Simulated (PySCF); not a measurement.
Vertical excitations of a molecule C₃H₆FNSi from TDDFT-PBE/def2-SVPD (PySCF), as energy in eV (oscillator strength): 4.69 (0.026), 5.85 (0.001), 6.31 (0.011), 6.36 (0.017), 6.61 (0.018), 6.70 (0.066), 6.76 (0.069), 6.92 (0.002), 7.17 (0.004), 7.21 (0.037). Lowest triplet (TDA): 4.34 eV. The structure is a stationary point at PBE0-D3(BJ)/def2-SVP. The values are those of a single conformer.

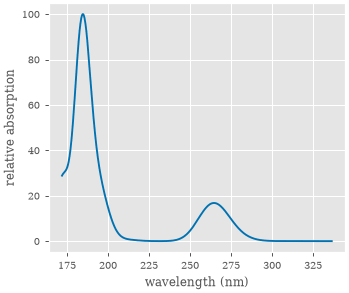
The lines broadened by 0.4 eV.

Problem. Which molecule gave these data?
A. F[SiH2]N1C=CC1
B. F[Si@H]1C=CCN1
C. C[Si@@H](F)CC#N
D. C=C=CN[SiH2]F

Solution. B, F[Si@H]1C=CCN1
